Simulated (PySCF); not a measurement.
**SmCl (octet): density, localisation and related maps**

```xyz
2

Sm    0.0000    0.0000   -0.4790
Cl    0.0000    0.0000    2.0810
```

The calculation used PySCF 2.14.0, PBE0/x2c-SVPall, spin-free X2C-1e, Gaussian nucleus, at a bond length of 2.560 Å.

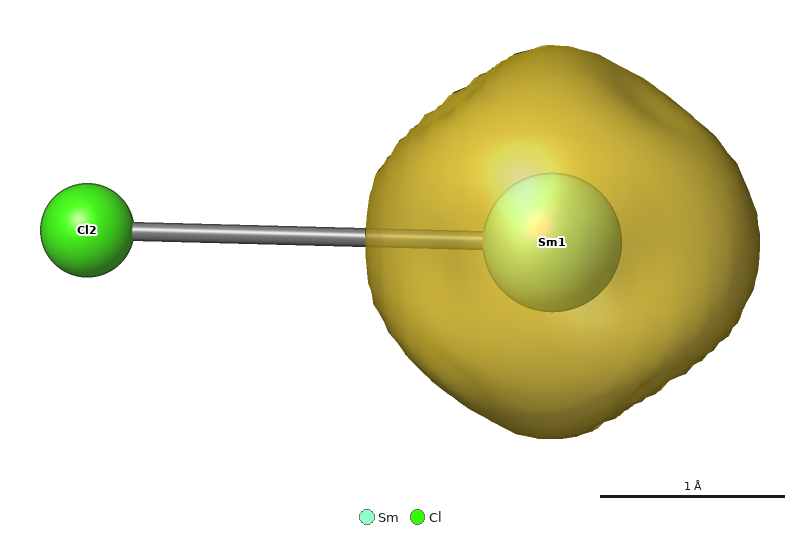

Figure 1. Isosurface of the spin density at +0.1 e/Å³ (yellow), seen from one side.

**Where is the unpaired spin?**

The unpaired spin (7 electrons) lies mostly on Sm1 (about 7.0), in electrons by Hirshfeld's partition.

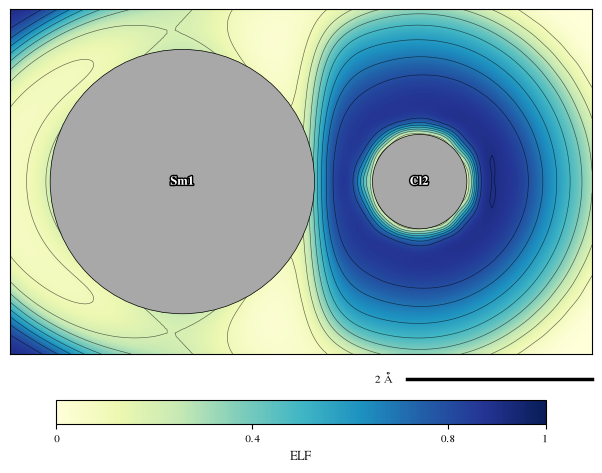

Figure 2. Electron localisation function on a plane that holds the molecular axis. Grey discs cover the atomic cores.

**Describe what can be read from this map.**

- The section cuts through Sm and Cl sites.
- Sm–Cl (2.56 Å): the ELF peaks at about 0.85 in the valence shell of Cl, 0.8 Å from its nucleus, and is about 0.20 at the midpoint.

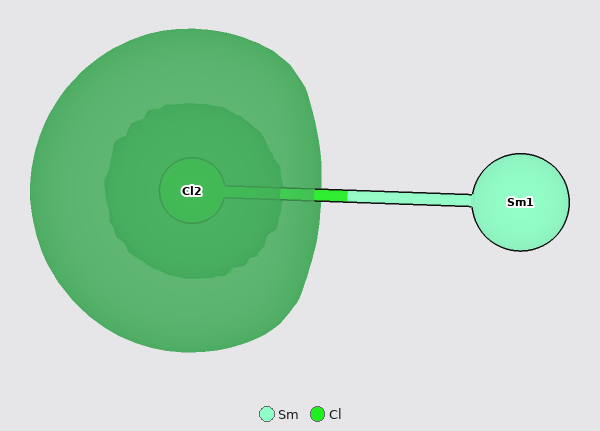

Figure 3. Isosurface of the electron localisation function at 0.75 (green), seen from one side. Core shells and regions of very low density are left out.

**Identify the bonds, lone pairs and shells in this picture.**

The ELF exceeds this value in one region wrapped around Cl (its valence shell).
